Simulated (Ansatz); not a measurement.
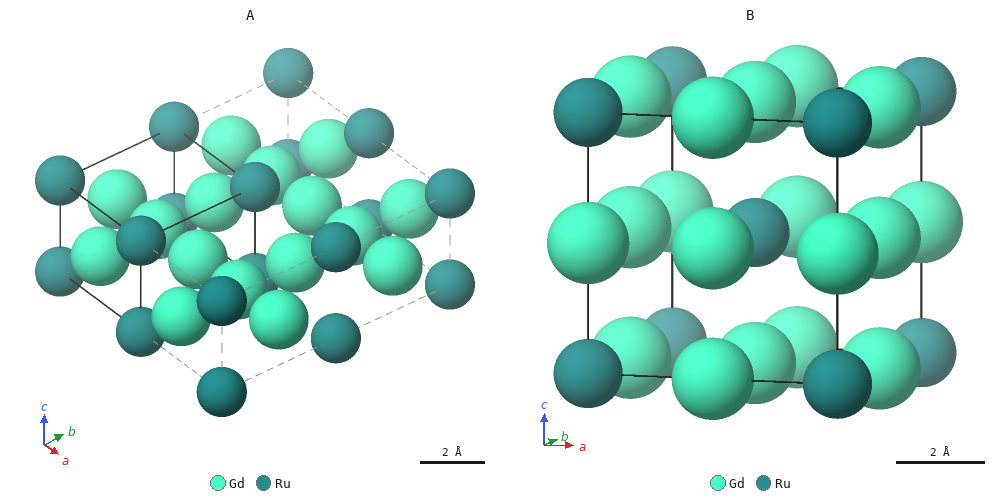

Two structures of Gd$_{3}$Ru, each relaxed to rest (conventional cells in solid outline, small ones repeated, not to one scale). Method: Ansatz 0.2.0, DFT PBE, scalar-relativistic, plane waves, PAW, with collinear spins.

Describe A and B.

A: 4 atoms a cell on a primitive hexagonal lattice, P6/mmm. B: 8 atoms a cell on a body-centred cubic lattice, Im-3m.

What is the energy order of the two?

A is lower, by 137 meV/atom at this level of theory (energies at zero smearing). Volumes: A 24.9, B 27.0 Å³/atom.

One or both may be structure types tried for this composition rather than known phases.
